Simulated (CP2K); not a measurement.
# SiSbH4ClO (SMILES [OH][SbH][SiH2]Cl): PM3

What is the energy difference between two shapes of SiSbH4ClO at PM3? 

Program for the calculation: CP2K 2026.2.

3 further runs of the same task are left out: 1 that didn't finish, 2 set aside as unsound or not needed.

### 1 Starting point

SiSbH4ClO has 8 atoms, charge 0, and is taken as a singlet. SMILES: `[OH][SbH][SiH2]Cl`. The shape comes from GFN2-xTB, which is rough for such elements, and wasn't checked as a minimum. This is one conformer, not always the lowest.

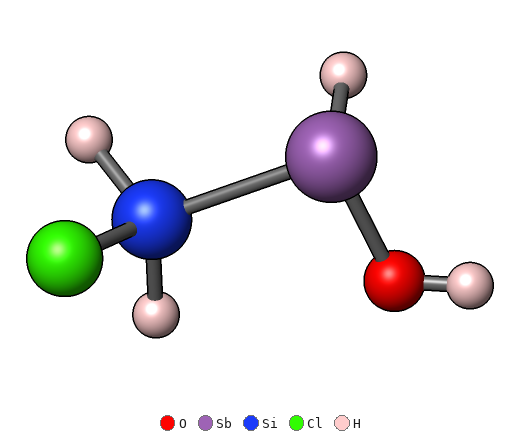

Viewed from a chosen angle; oxygen red, antimony purple, silicon blue, chlorine green, hydrogen pink.

### 2 Energy and gradient at PM3

Input file molecule.pdb:

```
HETATM    1 O    MOL A   1      -1.448   1.146  -0.735  1.00  0.00           O
HETATM    2 Sb   MOL A   1       0.399   1.453  -0.083  1.00  0.00          SB
HETATM    3 Si   MOL A   1       0.595  -1.073   0.141  1.00  0.00          SI
HETATM    4 Cl   MOL A   1       2.038  -1.632  -1.171  1.00  0.00          CL
HETATM    5 H    MOL A   1      -1.911   1.953  -0.949  1.00  0.00           H
HETATM    6 H    MOL A   1      -0.099   1.533   1.565  1.00  0.00           H
HETATM    7 H    MOL A   1       1.035  -1.563   1.449  1.00  0.00           H
HETATM    8 H    MOL A   1      -0.609  -1.816  -0.217  1.00  0.00           H
END
```

Input file mol.inp:

```
&GLOBAL
    PROJECT_NAME mol
    RUN_TYPE ENERGY_FORCE
    PRINT_LEVEL MEDIUM
&END
&FORCE_EVAL
    METHOD QUICKSTEP
    &DFT
        CHARGE 0
        MULTIPLICITY 1
        &QS
            METHOD PM3
            EPS_DEFAULT 1.0E-10
            &SE
                &COULOMB
                    CUTOFF [angstrom] 50
                    RC_RANGE [angstrom] 0
                &END
                &EXCHANGE
                    CUTOFF [angstrom] 50
                    RC_RANGE [angstrom] 0
                &END
            &END
        &END
        &POISSON
            PERIODIC NONE
            POISSON_SOLVER ANALYTIC
        &END
        &SCF
            SCF_GUESS ATOMIC
            EPS_SCF 1.0E-07
            MAX_SCF 150
            ADDED_MOS 8
            &DIAGONALIZATION
                ALGORITHM STANDARD
            &END
            &MIXING
                METHOD DIRECT_P_MIXING
                ALPHA 0.4
            &END
        &END
        &PRINT
            &MOMENTS
                PERIODIC F
                REFERENCE COM
                MAX_MOMENT 1
            &END
            &MO ON
                ENERGIES T
                OCCUPATION_NUMBERS T
                NDIGITS 6
                &EACH
                    QS_SCF 0
                &END
                ADD_LAST NUMERIC
            &END
            &HIRSHFELD OFF
            &END
        &END
    &END
    &SUBSYS
        &CELL
            ABC [angstrom] 19.9 19.8 18.7
            PERIODIC NONE
        &END
        &TOPOLOGY
            COORD_FILE_NAME molecule.pdb
            COORD_FILE_FORMAT PDB
            CONN_FILE_FORMAT OFF
            &CENTER_COORDINATES
            &END
        &END
    &END
    &PRINT
        &FORCES ON
        &END
    &END
&END
```

The run is started by

```sh
$ OMP_NUM_THREADS=1 cp2k.psmp mol.inp > mol.out
```

Log:

```text
CP2K| version string:                                       CP2K version 2026.2
[...]
 GLOBAL| Method name                                                        CP2K
[...]
 GLOBAL| Run type                                                   ENERGY_FORCE
[...]
 *** WARNING in qs_environment.F:2210 :: More added MOs requested than     ***
 *** available. The full set of unoccupied MOs will be used. Use           ***
 *** 'ADDED_MOS -1' to always use all available MOs and to get rid of this ***
[...]
                             - Atoms:                                          8
[...]
                             - Spherical basis functions:                     20
[...]
 Number of electrons:                                                         26
[...]
     1 P_Mix/Diag. 0.40E+00    0.0     0.89198129       -28.3612914382 -2.84E+01
[...]
    23 DIIS/Diag.  0.40E-07    0.0     0.00000006       -32.9259997477 -9.95E-14
  *** SCF run converged in    23 steps ***
  Core-core repulsion energy [eV]:                           1239.96812586464966
  Core Hamiltonian energy [eV]:                             -1359.63661365079111
  Two-electron integral energy [eV]:                        -1552.58706041759274
  Electronic energy [eV]:                                   -2135.93014385958713
  Total energy [eV]:                                         -895.96201799493770
  Atomic reference energy [eV]:                               893.87506083925450
  Heat of formation [kcal/mol]:                               -48.12637912480135
[...]
 SE_DIPOLE| Moment [Debye]         -0.04528000      -1.61102850      -1.94109662
 SE_DIPOLE| Derivative [a.u.]       0.00000000       0.00000000       0.00000000
 ENERGY| Total FORCE_EVAL ( QS ) energy [hartree]            -32.925999747677892
 FORCES| Atomic forces [hartree/bohr]
 FORCES|   Atom     x               y               z               |f|
 FORCES|      1 -2.81338699E-02  1.27132348E-02 -1.16663189E-02   3.30036963E-02
 FORCES|      2  1.01129029E-02  4.79575086E-03  1.90602355E-02   2.21034524E-02
 FORCES|      3  3.42126870E-03 -5.04619425E-03  1.98478231E-03   6.41159237E-03
 FORCES|      4  1.03233533E-02 -4.95128747E-03 -9.05312126E-03   1.45960911E-02
 FORCES|      5  7.22372190E-03 -1.18370343E-02  2.62774779E-03   1.41139151E-02
 FORCES|      6  3.98444050E-03  1.53739245E-03 -8.03220091E-03   9.09701012E-03
 FORCES|      7  1.36263626E-03  2.37288607E-03  6.98198933E-03   7.49903600E-03
 FORCES|      8 -8.29445361E-03  4.15251841E-04 -1.90311386E-03   8.52010781E-03
 FORCES| Sum    -5.82867088E-16  6.38378239E-16 -1.04083409E-16
 FORCES| Total atomic force                                       8.70686037E-16
[...]
```

It took 0.27 s on 1 thread of Arm Neoverse V1, shared host.

### 3 The distorted shape at the same level

Input file molecule.pdb:

```
HETATM    1 O    MOL A   1      -1.435   1.140  -0.737  1.00  0.00           O
HETATM    2 Sb   MOL A   1       0.390   1.411  -0.105  1.00  0.00          SB
HETATM    3 Si   MOL A   1       0.618  -1.037   0.108  1.00  0.00          SI
HETATM    4 Cl   MOL A   1       2.002  -1.631  -1.171  1.00  0.00          CL
HETATM    5 H    MOL A   1      -1.906   1.965  -0.966  1.00  0.00           H
HETATM    6 H    MOL A   1      -0.083   1.522   1.546  1.00  0.00           H
HETATM    7 H    MOL A   1       1.053  -1.553   1.433  1.00  0.00           H
HETATM    8 H    MOL A   1      -0.632  -1.832  -0.205  1.00  0.00           H
END
```

Input file calc.inp:

```
&GLOBAL
  PROJECT calc
  RUN_TYPE ENERGY_FORCE
  PRINT_LEVEL MEDIUM
&END GLOBAL
&FORCE_EVAL
  METHOD Quickstep
  &DFT
    CHARGE 0
    MULTIPLICITY 1
    &QS
      METHOD PM3
      EPS_DEFAULT 1.0E-10
      &SE
        &COULOMB
          CUTOFF [angstrom] 50
          RC_RANGE [angstrom] 0
        &END COULOMB
        &EXCHANGE
          CUTOFF [angstrom] 50
          RC_RANGE [angstrom] 0
        &END EXCHANGE
      &END SE
    &END QS
    # cluster boundary conditions
    &POISSON
      PERIODIC NONE
      POISSON_SOLVER ANALYTIC
    &END POISSON
    &SCF
      SCF_GUESS ATOMIC
      EPS_SCF 1.0E-07
      MAX_SCF 150
      ADDED_MOS 8
      &DIAGONALIZATION
        ALGORITHM STANDARD
      &END DIAGONALIZATION
      &MIXING
        METHOD DIRECT_P_MIXING
        ALPHA 0.4
      &END MIXING
    &END SCF
    # extra output
    &PRINT
      &MOMENTS
        PERIODIC F
        REFERENCE COM
        MAX_MOMENT 1
      &END MOMENTS
      &MO ON
        ENERGIES T
        OCCUPATION_NUMBERS T
        NDIGITS 6
        &EACH
          QS_SCF 0
        &END EACH
        ADD_LAST NUMERIC
      &END MO
      &HIRSHFELD OFF
      &END HIRSHFELD
    &END PRINT
  &END DFT
  &SUBSYS
    # vacuum box
    &CELL
      ABC [angstrom] 19.9 19.8 18.7
      PERIODIC NONE
    &END CELL
    &TOPOLOGY
      COORD_FILE_NAME molecule.pdb
      COORD_FILE_FORMAT PDB
      CONN_FILE_FORMAT OFF
      &CENTER_COORDINATES
      &END CENTER_COORDINATES
    &END TOPOLOGY
  &END SUBSYS
  &PRINT
    &FORCES ON
    &END FORCES
  &END PRINT
&END FORCE_EVAL
```

The run is started by

```sh
$ OMP_NUM_THREADS=1 cp2k.psmp calc.inp > calc.out
```

Log:

```text
CP2K| version string:                                       CP2K version 2026.2
[...]
 GLOBAL| Method name                                                        CP2K
[...]
 GLOBAL| Run type                                                   ENERGY_FORCE
[...]
 *** WARNING in qs_environment.F:2210 :: More added MOs requested than     ***
 *** available. The full set of unoccupied MOs will be used. Use           ***
 *** 'ADDED_MOS -1' to always use all available MOs and to get rid of this ***
[...]
                             - Atoms:                                          8
[...]
                             - Spherical basis functions:                     20
[...]
 Number of electrons:                                                         26
[...]
     1 P_Mix/Diag. 0.40E+00    0.0     0.89149617       -28.3512586450 -2.84E+01
[...]
    22 DIIS/Diag.  0.57E-07    0.0     0.00000008       -32.9195416955 -7.11E-15
  *** SCF run converged in    22 steps ***
  Core-core repulsion energy [eV]:                           1249.87362445832446
  Core Hamiltonian energy [eV]:                             -1360.09179218899362
  Two-electron integral energy [eV]:                        -1571.13623545524160
  Electronic energy [eV]:                                   -2145.65990991661465
  Total energy [eV]:                                         -895.78628545829019
  Atomic reference energy [eV]:                               893.87506083925450
  Heat of formation [kcal/mol]:                               -44.07389023674162
[...]
 SE_DIPOLE| Moment [Debye]         -0.12924329      -1.75927714      -1.75297557
 SE_DIPOLE| Derivative [a.u.]       0.00000000       0.00000000       0.00000000
 ENERGY| Total FORCE_EVAL ( QS ) energy [hartree]            -32.919541695504783
 FORCES| Atomic forces [hartree/bohr]
 FORCES|   Atom     x               y               z               |f|
 FORCES|      1 -5.72753420E-02  2.71074245E-02 -2.31912262E-02   6.74767385E-02
 FORCES|      2  2.87104004E-02  2.34309779E-02  2.28516168E-02   4.35372738E-02
 FORCES|      3 -1.31090472E-02 -2.69622054E-02  1.34790355E-02   3.28708387E-02
 FORCES|      4  1.83998651E-02 -8.04304298E-03 -1.71019955E-02   2.63765772E-02
 FORCES|      5  1.73647439E-02 -2.92224787E-02  7.78912989E-03   3.48734590E-02
 FORCES|      6  3.41583666E-03  1.15792741E-03 -6.87033423E-03   7.75952501E-03
 FORCES|      7  4.23125295E-04  5.05323936E-03  2.87232921E-03   5.82791027E-03
 FORCES|      8  2.07041778E-03  7.47815796E-03  1.71444573E-04   7.76137033E-03
 FORCES| Sum    -1.06858966E-15 -2.49800181E-16 -4.99600361E-16
 FORCES| Total atomic force                                       1.20577134E-15
[...]
```

Wall time 0.33 s (1 thread of Arm Neoverse V1, shared host).

### 4 What came out

At PM3:

| quantity | value |
| --- | --- |
| first shape: total energy | -32.92600 Eh |
| first shape: dipole moment | 2.52 D |
| first shape: HOMO energy | -9.21 eV |
| first shape: LUMO energy | -1.93 eV |
| first shape: HOMO–LUMO gap | 7.29 eV |
| first shape: heat of formation at this unrelaxed shape | -48.1 kcal/mol |
| first shape: largest force on an atom | 1.697 eV/Å |
| distorted shape: total energy | -32.91954 Eh |
| distorted shape: dipole moment | 2.49 D |
| distorted shape: HOMO energy | -9.22 eV |
| distorted shape: LUMO energy | -1.90 eV |
| distorted shape: HOMO–LUMO gap | 7.32 eV |
| distorted shape: heat of formation at this unrelaxed shape | -44.1 kcal/mol |
| distorted shape: largest force on an atom | 3.470 eV/Å |
| energy change with the atoms displaced | 0.176 eV |

In words: With the atoms displaced the energy rises by 0.18 eV (17.0 kJ/mol). The first shape isn't relaxed at this level, so the change isn't measured from a minimum. The largest force (first shape) is 1.70 eV/Å: the shape isn't a stationary point for this species at this level.
